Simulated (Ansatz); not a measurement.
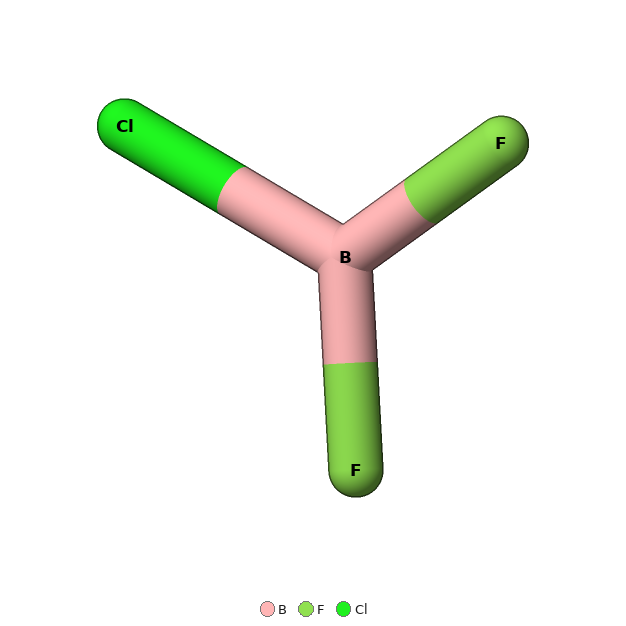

The computed structure is the end point of a PBE0-D4/def2-TZVP optimisation. Level of theory: CCSD(T)/CBS estimate, frozen core: MP2 correlation extrapolated from def2-TZVPP and def2-QZVPP, CCSD(T) minus MP2 from the smaller set (Ansatz 0.2.0).

What does the calculation give?

The species is BClF2.
- T1 diagnostic: 0.012
